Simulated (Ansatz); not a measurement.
ClF₃OW (SMILES [O]=[W]([F])([F])([F])[Cl])

The calculation's input:

```
crystal:
  periodic: [false, false, false]
  atoms:
    - {symbol: O, position_ang: [-0.310343, -1.609218, 0.574433]}
    - {symbol: W, position_ang: [0.026816, -0.087573, -0.025466]}
    - {symbol: F, position_ang: [1.563771, 0.388206, 0.888860]}
    - {symbol: F, position_ang: [-1.292898, 0.158550, -1.299187]}
    - {symbol: F, position_ang: [1.156370, -0.289718, -1.478953]}
    - {symbol: Cl, position_ang: [-1.101616, 1.375752, 1.294112]}
basis:
  gaussian: {orbitals: def2-TZVPP}
hamiltonian: {xc: pbe0, dispersion: d4}
output: {orbitals: {seedname: orbitals}}
```

Run with:

```sh
ansatz run in.yaml --threads 4 --pin off --events-out ev --progress --plain --max-ram 10444MiB
```

Geometry: PBE0-D4/def2-TZVP; core potentials replace the inner electrons of W.

Level of theory: Ansatz, RKS PBE0-D4/def2-TZVPP.

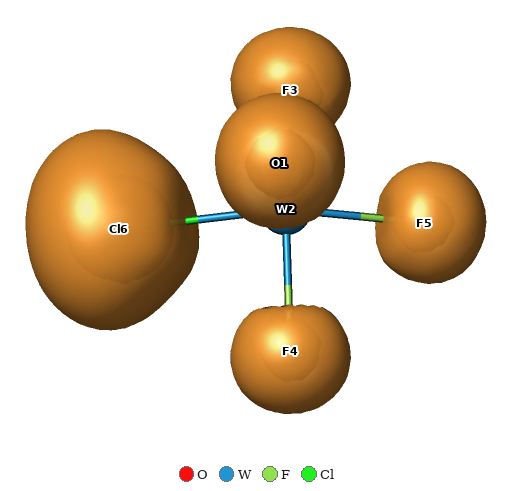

Figure 1. Isosurface of the ELF at 0.75 (orange), seen at a tilt. Core shells and regions of very low density are left out.

**Where are the electrons localised?**

The surface consists of one region wrapped around Cl (its valence shell), three regions wrapped around F (the valence shell of each) and one region wrapped around O (its valence shell). Along the contacts the grid gives the following. W–O (1.67 Å): the ELF peaks at about 0.80 in the valence shell of O, 0.5 Å from its nucleus, and drops to about 0.40 between the two atoms. W–F (1.85 Å): the ELF peaks at about 0.80 in the valence shell of F, 0.5 Å from its nucleus, and drops to about 0.25 between the two atoms.

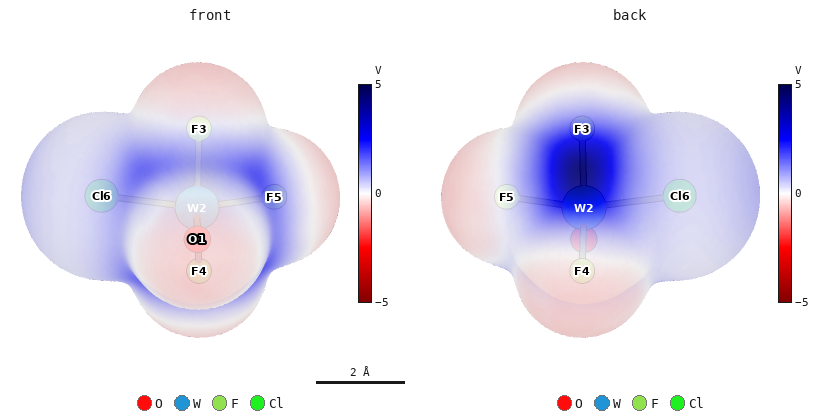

Figure 2. The electrostatic potential painted on the density surface at 0.002 e/bohr³, seen from the front and from behind; the colour scale runs from red (negative) to blue (positive).

**Where is the surface potential most negative and most positive?**

The most negative region (about −0.4 V) lies over O1, F3, F4 and F5, the most positive (about +4.1 V) over W2.

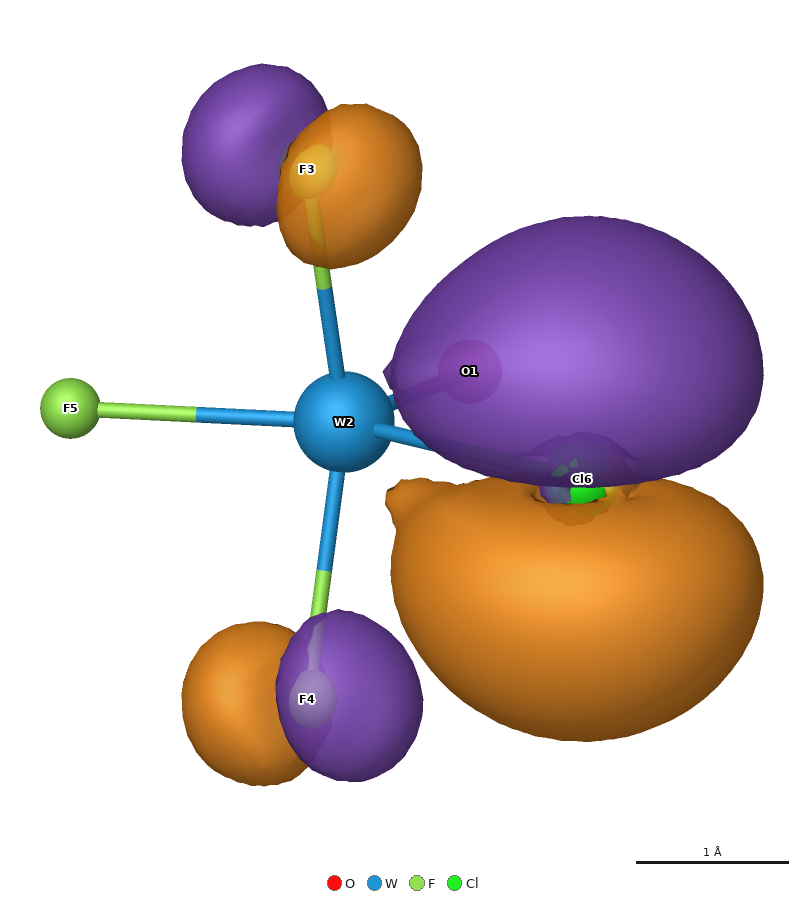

Figure 3. One frontier orbital at ±0.1 Å⁻³ᐟ² (orange and purple are the two phases), seen at an oblique angle.

**Which orbital is it: HOMO or LUMO?**

The HOMO, at −10.25 eV. Its weight (Hirshfeld) is mainly on Cl6 (about 80 %), F4 (about 5 %) and F3 (about 5 %); largely a lone pair of Cl6.
